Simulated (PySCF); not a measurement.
```xyz
16

Si    1.4141    2.7815   -0.0087
P     1.3863    0.6458   -0.7726
Si   -0.4358    0.0305    0.4133
Si    2.9052   -0.2852    0.6042
C     4.6311    0.1877   -0.0149
Cl    4.8289    1.9672    0.0520
H    -0.0050    3.2555   -0.0714
H     1.8871    2.8839    1.4041
H     2.2439    3.6357   -0.9027
H    -0.5092   -1.4617    0.4362
H    -1.6401    0.5811   -0.2752
H    -0.4107    0.5335    1.8234
H     2.7679    0.1419    2.0301
H     2.7606   -1.7720    0.5154
H     4.7832   -0.1293   -1.0566
H     5.4216   -0.2618    0.6040
```

Geometry: PBE0-D3(BJ)/def2-SVP.

All numbers below come from PySCF 2.14.0, B3LYP/def2-SVPD, SCF density, gas phase.

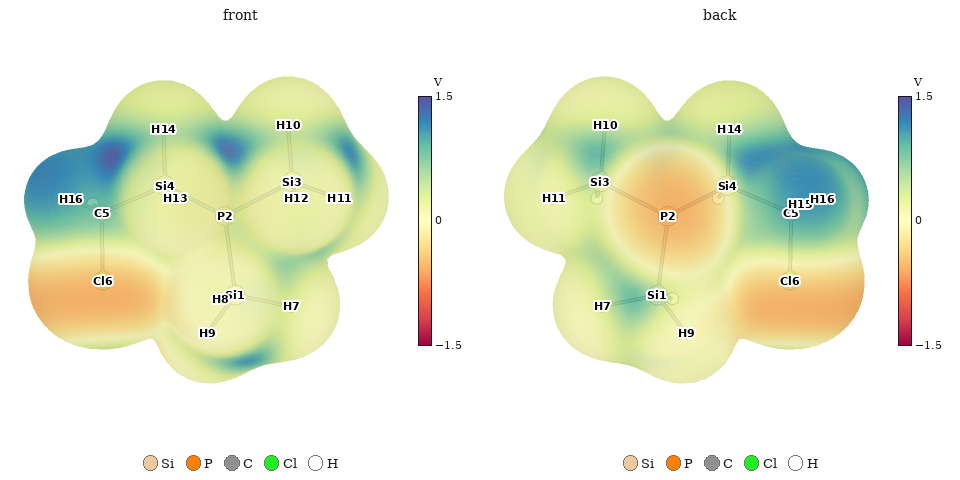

CH$_{10}$ClPSi$_{3}$ (SMILES [SiH3]P([SiH3])[SiH2]CCl). The electrostatic potential painted on the density surface at 0.002 e/bohr³, seen from the front and from behind; red is negative and blue positive.

**Where is the surface potential most negative and most positive?**

The most negative region (about −0.6 V) lies over P2 and Cl6, the most positive (about +1.3 V) over Si3 and Si4. Cl6 shows a σ-hole: about +0.4 V at the tip opposite its bond, against about −0.4 V on its flanks.
